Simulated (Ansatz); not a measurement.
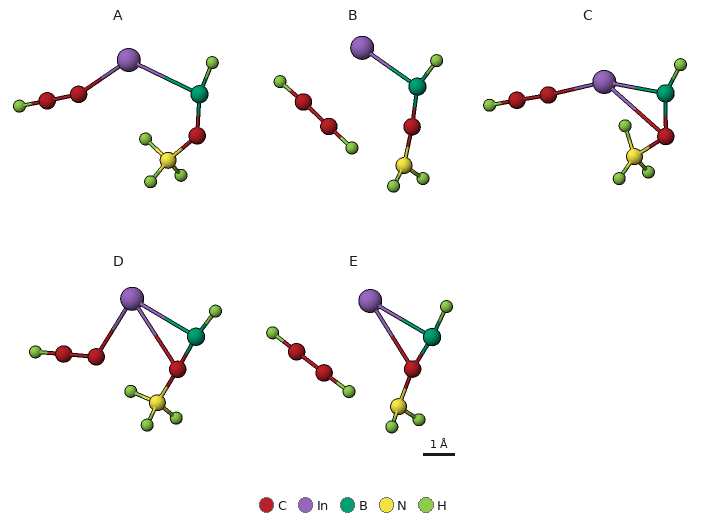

5 geometries from one relaxation of C3H5BInN, in shuffled order. The picture is a ball-and-stick view, seen from a free direction.

The run prepares an end point of a later path (hydrogen shift) calculation, from a guessed geometry.

All numbers below come from RKS PBE0-D4/def2-SVP (Ansatz). Settings: no spin polarisation; force threshold 0.02 eV/Å; at most 50 steps.

Put them in the order of the run, from the start to the converged end.

Answer. C, A, D, E, B. They are steps 0, 4, 9, 15, 28, at +500.6 kJ/mol, +235.5 kJ/mol, +81.5 kJ/mol, +13.1 kJ/mol relative to the last. Over 27 accepted moves (28 points after the start) the energy falls by 500.6 kJ/mol. Largest force component: 3.8 eV/Å at the start, 0.018 eV/Å at the end. The line search rejected the trial step at point 17 of the run. An H atom moves most after the best rigid fit: 1.69 Å. Largest moves by element: H 1.69 Å, C 1.16 Å, In 1.13 Å, B 0.54 Å, N 0.33 Å. Near-neighbour distances that change, for instance: C–H 3.081 → 1.088 Å, H–In 1.588 → 3.332 Å, In–N 2.618 → 4.044 Å, H–N 1.040 → 2.049 Å. New bonds form, among them: C–H (3.08 → 1.09 Å). Bonds break, among them: C–In (2.26 → 2.97 Å), H–N (1.04 → 2.05 Å). Bond angles that change, for instance: B–C–N 121.6° → 175.4°, In–B–H 117.3° → 103.3°, In–B–C 93.7° → 106.8°. The run took 110 s on 2 threads of AMD EPYC 7B13 (Zen 3), on a shared host, peak memory 0.34 GiB.
